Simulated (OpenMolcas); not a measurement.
# Single-point calculation, with input and output: CH$_{4}$O (part 1 of 2)

- system: CH$_{4}$O, multiplicity 3
- method: ROMP2/STO-3G, ROHF (OpenMolcas 26.06)

The geometry is that of the parent species in another charge or spin state. The geometry comes from this level: PBE0-D4/def2-TZVP.

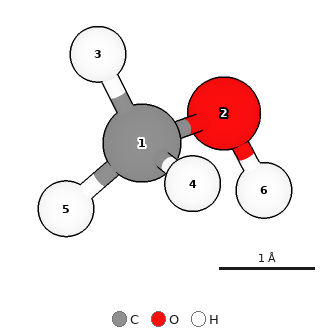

Fig. 1: The structure (ball-and-stick view, seen at a tilt; atoms are numbered from 1 in the order of the input). Bond lengths as drawn: C–H 1.09 to 1.10 Å, C–O 1.41 Å and H–O 0.96 Å.

## Input
```
&GATEWAY
  BasLib=$CurrDir
  Coord=input.xyz
  Basis=STO-3G
  Group=NoSym

&SEWARD

&SCF
  UHF
  Spin=3
  Thresholds=1e-10 1e-07 1e-07 1e-05
  PrOrbitals=1 1

&RASSCF
  FileOrb=$Project.UnaOrb
  Spin=3
  Nactel=2 0 0
  Inactive=8
  Ras2=2
  OutOrbitals=Canonical
  OrbListing=Nothing

&CASPT2
  IPEA=0.0
  Frozen=2
```

## File input.xyz
```
6

C     -0.088400    -0.207400    -0.275700
O     -0.165000     0.316500     1.030100
H     -0.864700    -0.968400    -0.360900
H      0.878800    -0.683600    -0.479200
H     -0.272700     0.554400    -1.043400
H      0.512100     0.988500     1.129100
```

Hardware: 1 thread of Intel Xeon (Sapphire Rapids), 64 GiB of memory available, shared host.

Launched with:
```bash
export MOLCAS_MEM=1860
pymolcas run.inp > run.log
```

## What the program printed
```
--- Start Module: gateway ---

                                              &GATEWAY

                       available to each process: 1.9 GB of memory, 1 thread

 Basis Set     1 Label: C.STO-3G
 Basis set is read from library:.
 basistype.tbl is not found

 Basis Set     2 Label: O.STO-3G
 Basis set is read from library:.
 basistype.tbl is not found

 Basis Set     3 Label: H.STO-3G
 Basis set is read from library:.
 basistype.tbl is not found

++    Symmetry information:
      ---------------------

                    Character Table for C1

                             E
                    a        1  x, y, xy, Rz, z, xz, Ry, yz, Rx, I
--

++    Basis set information:
      ----------------------

      Basis set label: C.STO-3G.........

      Electronic valence basis set:
      ------------------
      Associated Effective Charge   6.000000 au
      Associated Actual Charge      6.000000 au
      Nuclear Model: Point charge

      Shell  nPrim  nBasis  Cartesian Spherical Contaminant
         s       6       2        X
         p       3       1        X

      Basis set label: O.STO-3G.........

      Electronic valence basis set:
      ------------------
      Associated Effective Charge   8.000000 au
      Associated Actual Charge      8.000000 au
      Nuclear Model: Point charge

      Shell  nPrim  nBasis  Cartesian Spherical Contaminant
         s       6       2        X
         p       3       1        X

      Basis set label: H.STO-3G.........

      Electronic valence basis set:
      ------------------
      Associated Effective Charge   1.000000 au
      Associated Actual Charge      1.000000 au
      Nuclear Model: Point charge

      Shell  nPrim  nBasis  Cartesian Spherical Contaminant
         s       3       1        X
--

++    Molecular structure info:
      -------------------------

                    ************************************************
                    **** Cartesian Coordinates / bohr, angstrom ****
                    ************************************************

     Center  Label                x              y              z                     x              y              z
        1      C1              -0.167052      -0.391929      -0.520997             -0.088400      -0.207400      -0.275700
        2      O2              -0.311805       0.598098       1.946607             -0.165000       0.316500       1.030100
        3      H3              -1.634046      -1.830011      -0.682002             -0.864700      -0.968400      -0.360900
        4      H4               1.660691      -1.291817      -0.905557              0.878800      -0.683600      -0.479200
        5      H5              -0.515328       1.047664      -1.971740             -0.272700       0.554400      -1.043400
        6      H6               0.967729       1.867994       2.133690              0.512100       0.988500       1.129100

                    ***************************************
                    *    InterNuclear Distances / bohr    *
                    ***************************************

               1 C1            2 O2            3 H3            4 H4            5 H5            6 H6
    1 C1       0.000000
    2 O2       2.662739        0.000000
    3 H3       2.060600        3.814921        0.000000
    4 H4       2.073241        3.949349        3.345882        0.000000
    5 H5       2.073254        3.949301        3.346038        3.368231        0.000000
    6 H6       3.666380        1.812413        5.326593        4.438651        4.441504        0.000000

                    *******************************************
                    *    InterNuclear Distances / angstrom    *
                    *******************************************

               1 C1            2 O2            3 H3            4 H4            5 H5            6 H6
    1 C1       0.000000
    2 O2       1.409061        0.000000
    3 H3       1.090423        2.018769        0.000000
    4 H4       1.097112        2.089905        1.770564        0.000000
    5 H5       1.097119        2.089880        1.770647        1.782391        0.000000
    6 H6       1.940165        0.959088        2.818712        2.348833        2.350343        0.000000

                    **************************************
                    *    Valence Bond Angles / degree    *
                    **************************************
                          Atom centers                 Phi
                      2 O2       1 C1       3 H3       107.05
                      2 O2       1 C1       4 H4       112.41
                      2 O2       1 C1       5 H5       112.41
                      3 H3       1 C1       4 H4       108.07
                      3 H3       1 C1       5 H5       108.08
                      4 H4       1 C1       5 H5       108.64
                      1 C1       2 O2       6 H6       108.53

           ***************************************************************
           *              Valence Dihedral Angles / degree               *
           ***************************************************************
                    Atom centers                       Phi1     Phi2     Theta
           3 H3       1 C1       2 O2       6 H6        107.05   108.53   179.87
           4 H4       1 C1       2 O2       6 H6        112.41   108.53    61.35
           5 H5       1 C1       2 O2       6 H6        112.41   108.53   -61.61
--

            Nuclear Potential Energy             40.45800260 au

--- Stop Module: gateway /rc=_RC_ALL_IS_WELL_ ---

--- Start Module: seward ---

                                              &SEWARD

                       available to each process: 1.9 GB of memory, 1 thread

               SEWARD will generate:
                  Multipole Moment integrals up to order  2
                  Kinetic Energy integrals
                  Nuclear Attraction integrals (point charge)
                  One-Electron Hamiltonian integrals
                  Velocity integrals
                  Orbital angular momentum around ( -0.2032   0.1454   0.7321 )
                  Velocity quadrupole around ( -0.2032   0.1454   0.7321 )
                  Two-Electron Repulsion integrals

                   Integrals are discarded if absolute value <: 1.00E-14
                   Integral cutoff threshold is set to       <: 1.00E-16

            Nuclear Potential Energy             40.45800260 au

      Basis set specifications :
      Symmetry species         a
      Basis functions           14

--- Stop Module: seward /rc=_RC_ALL_IS_WELL_ ---

--- Start Module: scf ---

                                                &SCF

                       available to each process: 1.9 GB of memory, 1 thread

++    Input section:
      --------------

      Header of the integral files:

      Cartesian coordinates in angstrom:
      -----------------------------------------------------
      No.  Label        X            Y            Z
      -----------------------------------------------------
       1   C1        -0.08840000  -0.20740000  -0.27570000
       2   O2        -0.16500000   0.31650000   1.03010000
       3   H3        -0.86470000  -0.96840000  -0.36090000
       4   H4         0.87880000  -0.68360000  -0.47920000
       5   H5        -0.27270000   0.55440000  -1.04340000
       6   H6         0.51210000   0.98850000   1.12910000
      -----------------------------------------------------
      Nuclear repulsion energy =   40.45800260
--

++    Orbital specifications:
      -----------------------

      Symmetry species               1
                                     a
      Frozen orbitals                0
      Start temperature = 0.500
      End temperature   = 0.010
      Temperature Factor= 0.460
      Deleted orbitals               0
      Total number of orbitals      14
      Number of basis functions     14
--

      Molecular charge                           0.000

++    Optimization specifications:
      ----------------------------

      SCF Algorithm: Conventional USCF
      D(i)-D(i-1) density differences are used
      Number of density matrices in core                 5
      Maximum number of NDDO SCF iterations            400
      Maximum number of HF SCF iterations              400
      Threshold for SCF energy change             1.00E-10
      Threshold for density matrix                1.00E-07
      Threshold for Fock matrix                   1.00E-07
      Threshold for linear dependence             1.00E-09
      Threshold at which DIIS is turned on        1.50E-01
      Maximum depth in the DIIS procedure                5
      Maximum depth in the BFGS Hessian update          30
      Threshold at which QNR/C2DIIS is turned on  7.50E-02
      Threshold for Norm(delta) (QNR/C2DIIS)      1.00E-05
      All orbitals punched on: UHFORB
--

      Input vectors read from INPORB
      Orbital file label: *Guess orbitals

++ Convergence information
                               UHF SCF        iterations: Energy and convergence statistics

Iter     Tot. SCF        One-elec.       Two-elec.     Energy      Max Dij or  Max Fij      DNorm      TNorm      AccCon     Time
         Energy          Energy          Energy        Change      Delta Norm                                                in Sec.
   1  -108.942849132  -231.334913217    81.934061488   0.00E+00    9.66E-02*   2.48E-01*    7.62E+00   3.53E+01   None         0.
   2  -111.616107604  -236.781159400    84.707049199  -2.67E+00*   3.24E-01*   2.79E-01*    4.78E+00   3.58E+01   EDIIS        0.
   3  -112.368484319  -233.249184119    80.422697203  -7.52E-01*   6.20E-01*   4.55E-01*    3.10E+00   3.50E+01   EDIIS        0.
   4  -112.569092142  -236.485186500    83.458091761  -2.01E-01*   3.39E-01*   2.34E-01*    4.47E+00   3.56E+01   EDIIS        0.
   5  -113.123353237  -234.625924874    81.044569040  -5.54E-01*   1.58E-01*   9.87E-02*    2.65E+00   3.52E+01   EDIIS        0.
   6  -113.163201315  -234.788596480    81.167392568  -3.98E-02*   1.07E-01*   4.26E-02*    8.47E-01   3.52E+01   EDIIS        0.
   7  -113.169254711  -234.856583112    81.229325804  -6.05E-03*   5.39E-02*   1.62E-02*    4.08E-01   3.52E+01   EDIIS        0.

       Fermi aufbau procedure completed!
      nOcc(alpha)=   10
      nOcc(beta) =    8

   8  -113.171043465  -234.865357829    81.236311767  -1.79E-03*   4.58E-02*   3.19E-02*    2.45E-01   3.52E+01   c2DIIS       0.
   9  -113.172923475  -234.931709032    81.300782959  -1.88E-03*   4.02E-02*   9.10E-03*    1.54E-01   3.52E+01   QNRc2DIIS    0.
  10  -113.173409704  -234.938926878    81.307514578  -4.86E-04*   3.50E-01*   8.99E-03*    1.17E-01   3.52E+01   QNRc2DIIS    0.
  11  -113.175552426  -235.094357444    81.460802421  -2.14E-03*   6.60E-02*   7.38E-03*    1.05E+00   3.53E+01   QNRc2DIIS    0.
  12  -113.175764951  -235.120204499    81.486436951  -2.13E-04*   3.73E-02*   4.46E-03*    2.05E-01   3.53E+01   QNRc2DIIS    0.
  13  -113.175863420  -235.136367620    81.502501603  -9.85E-05*   1.17E-02*   3.56E-04*    1.04E-01   3.53E+01   QNRc2DIIS    0.
  14  -113.175865782  -235.140639972    81.506771593  -2.36E-06*   4.16E-03*   1.91E-04*    3.62E-02   3.53E+01   QNRc2DIIS    0.
  15  -113.175866478  -235.139153817    81.505284742  -6.96E-07*   7.06E-04*   5.28E-05*    1.16E-02   3.53E+01   QNRc2DIIS    0.
  16  -113.175866513  -235.139381303    81.505512193  -3.48E-08*   1.42E-04*   2.24E-05*    2.00E-03   3.53E+01   QNRc2DIIS    0.
  17  -113.175866517  -235.139355974    81.505486861  -3.57E-09*   6.35E-05*   6.61E-06*    2.57E-04   3.53E+01   QNRc2DIIS    0.
  18  -113.175866517  -235.139349128    81.505480014  -5.81E-10*   1.49E-05*   1.58E-06*    1.45E-04   3.53E+01   QNRc2DIIS    0.
  19  -113.175866517  -235.139352074    81.505482959  -4.18E-11    5.29E-06    6.35E-07*    3.87E-05   3.53E+01   QNRc2DIIS    0.
  20  -113.175866517  -235.139352662    81.505483548  -3.69E-12    9.91E-07    1.50E-07*    1.46E-05   3.53E+01   QNRc2DIIS    0.
  21  -113.175866517  -235.139352561    81.505483446  -2.56E-13    3.81E-07    4.48E-08     2.99E-06   3.53E+01   QNRc2DIIS    0.

       Convergence after  21 Iterations
--

 *****************************************************************************************************************************
 *                                             SCF/KS-DFT Program, Final results                                             *
 *                                                       Final Results                                                       *
 *****************************************************************************************************************************

::    Total SCF energy                               -113.1758665173
      One-electron energy                            -235.1393525606
      Two-electron energy                              81.5054834465
      Nuclear repulsion energy                         40.4580025969
      Kinetic energy (interpolated)                   113.5213228082
      Virial theorem                                    0.9969569039
      Total spin, S(S+1)                                2.0075061397
      Total spin, S                                     1.0024999633
      Max non-diagonal density matrix element           0.0000001651
      Max non-diagonal Fock matrix element              0.0000000406

      All orbitals with orbital energies smaller than  E(LUMO)+0.5 are printed

++    Molecular orbitals:
      -------------------

      Title: UHF orbitals (alpha)

      Molecular orbitals for symmetry species 1: a

          Orbital            1         2         3         4         5         6         7         8         9        10
          Energy          -20.4402  -10.9789   -1.4658   -0.8885   -0.6940   -0.6769   -0.6222   -0.4684   -0.4661    0.0600
          Occ. No.          1.0000    1.0000    1.0000    1.0000    1.0000    1.0000    1.0000    1.0000    1.0000    1.0000

          Orbital           11        12        13        14
          Energy            0.5767    0.7290    0.7344    0.7640
          Occ. No.          0.0000    0.0000    0.0000    0.0000

--

      All orbitals with orbital energies smaller than  E(LUMO)+0.5 are printed

++    Molecular orbitals:
      -------------------

      Title: UHF orbitals (beta)

      Molecular orbitals for symmetry species 1: a

          Orbital            1         2         3         4         5         6         7         8         9        10
          Energy          -20.3864  -10.9579   -1.2359   -0.8326   -0.6266   -0.5205   -0.4961   -0.4314    0.2572    0.6604
          Occ. No.          1.0000    1.0000    1.0000    1.0000    1.0000    1.0000    1.0000    1.0000    0.0000    0.0000

          Orbital           11
          Energy            0.7060
          Occ. No.          0.0000

--

++    Molecular charges:
      ------------------

      Mulliken charges per centre and basis function type
      ---------------------------------------------------

                            C1                      O2                      H3                      H4                      H5                      H6
                     alpha        beta       alpha        beta       alpha        beta       alpha        beta       alpha        beta       alpha        beta
      1s           1.6365      1.5319      1.9993      1.8857      0.4625      0.5126      0.4750      0.4854      0.4751      0.4852      0.6351      0.3314
      2px          0.5101      0.4804      0.9132      0.4517      0.0000      0.0000      0.0000      0.0000      0.0000      0.0000      0.0000      0.0000
      2pz          0.6939      0.3555      0.8490      0.6633      0.0000      0.0000      0.0000      0.0000      0.0000      0.0000      0.0000      0.0000
      2py          0.5487      0.4596      0.8015      0.3573      0.0000      0.0000      0.0000      0.0000      0.0000      0.0000      0.0000      0.0000
      Total        3.3893      2.8274      4.5630      3.3580      0.4625      0.5126      0.4750      0.4854      0.4751      0.4852      0.6351      0.3314
      Total              6.2167                  7.9210                  0.9751                  0.9604                  0.9603                  0.9665
```
